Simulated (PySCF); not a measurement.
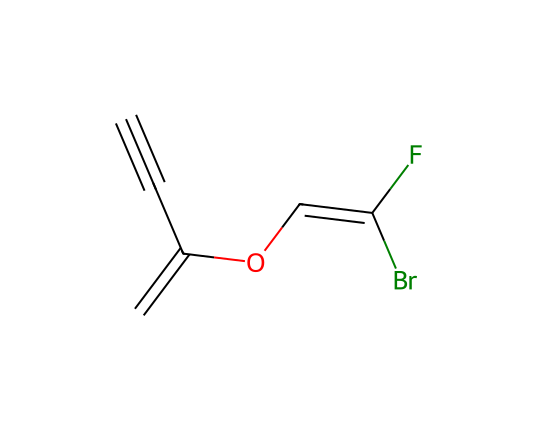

Figure made from data computed with PySCF.

2D structure.

Give its SMILES.

C#CC(=C)O/C=C(/F)Br

What is the molecular formula?

C6H4BrFO.
